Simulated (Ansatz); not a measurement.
The calculation's input:

```
basis:
  gaussian:
    orbitals: def2-TZVPD
crystal:
  periodic: [false, false, false]
  atoms:
    - symbol: C
      position_ang: [-2.051861, 2.130234, 1.344659]
    - symbol: Mo
      position_ang: [-0.290079, 1.446320, 0.406433]
    - symbol: N
      position_ang: [0.477955, 2.891839, -0.125924]
    - symbol: N
      position_ang: [-0.865330, 0.507653, -0.921331]
    - symbol: O
      position_ang: [0.770027, 0.455890, 1.614834]
    - symbol: H
      position_ang: [-2.634349, 1.257627, 1.682007]
    - symbol: H
      position_ang: [-2.674952, 2.734240, 0.669856]
    - symbol: H
      position_ang: [-1.765629, 2.747454, 2.211806]
    - symbol: H
      position_ang: [0.912510, 3.562532, -0.753723]
    - symbol: H
      position_ang: [-0.971709, 0.326920, -1.917625]
    - symbol: H
      position_ang: [0.924162, -0.492508, 1.549962]
output: {forces: true, orbitals: {seedname: orbitals}}
hamiltonian:
  xc: {name: PBE0}
```

Launched as:

```sh
ansatz run input.yaml --threads 2 --pin off --max-ram 5220MiB --events-out events.jsonl --progress --plain --runs-dir runs
```

Geometry: PBE0-D4/def2-SVP; core potentials replace the inner electrons of Mo.

Method: isolated molecule in a Gaussian basis; Kohn-Sham density functional theory, functional PBE0 in Ansatz 0.2.0.

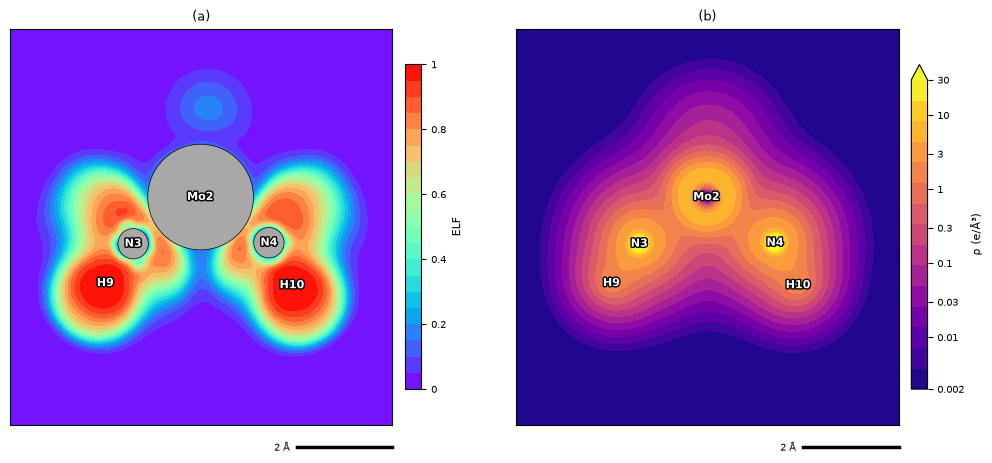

CH6MoN2O. (a) electron localisation function; (b) electron density on the plane of atoms N3, Mo2 and N4. Grey discs cover the atomic cores in the ELF map.

Q: Describe what can be read from this map.

A:
- Atoms in the plane: Mo, N and H.
- Mo–N (1.72 Å): ρ at the midpoint is about 1.7 e/Å³; the ELF peaks at about 0.75 in the valence shell of N, 0.5 Å from its nucleus, and drops to about 0.35 between the two atoms.
- N–H (1.02 Å): the density is about 2.9 e/Å³ at the midpoint; the ELF climbs to about 1 towards the hydrogen, as it does in any bond to H (a covalent bond by its length).
